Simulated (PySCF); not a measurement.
Input

```
{"job": {"kind": "uv", "xc": "B3LYP", "basis": "def2-SVPD", "nstates": 8, "ntriplets": 3}, "charge": 0, "multiplicity": 1}
O     -1.772679    -2.319564     0.287200
Si    -0.965921    -1.019674    -0.314919
Si    -2.353643     0.840215    -0.373335
Si     0.868496    -1.051247     1.070404
N      1.695665     0.466650     0.839786
Si     2.214222     1.249411    -0.610082
H     -2.589404    -2.639933    -0.085106
H     -0.636821    -1.371428    -1.721194
H     -3.476927     0.731518    -1.321765
H     -1.628760     2.056518    -0.748936
H     -3.004736     1.125420     0.913394
H      1.818186    -2.167995     0.874358
H      0.571591    -1.055202     2.514012
H      2.224035     0.752710     1.648090
H      1.091480     1.178786    -1.545144
H      2.541838     2.624956    -0.232476
H      3.396380     0.610889    -1.204197
```

Launched as:

```sh
OMP_NUM_THREADS=1 python probes_run.py task.json out
```

Geometry: GFN2-xTB.

Theory: B3LYP/def2-SVPD, SCF density, gas phase in PySCF.

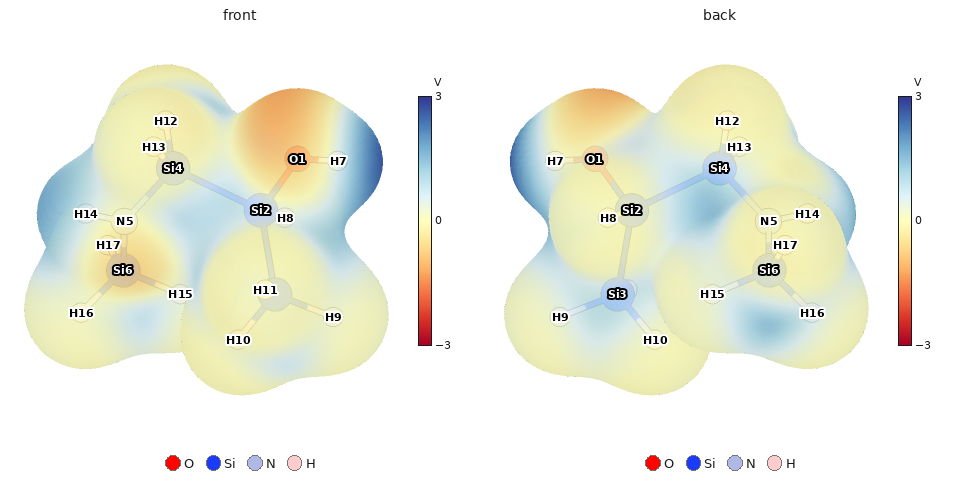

H11NOSi4. The molecular electrostatic potential painted on the density surface at 0.002 e/bohr³, seen from the front and from behind; the colour scale runs from red (negative) to blue (positive).

Where is the surface potential most negative and most positive?

Answer. The most negative region (about −1.1 V) lies over O1, the most positive (about +2.5 V) over H7. O1 is the likeliest acceptor of a hydrogen bond.
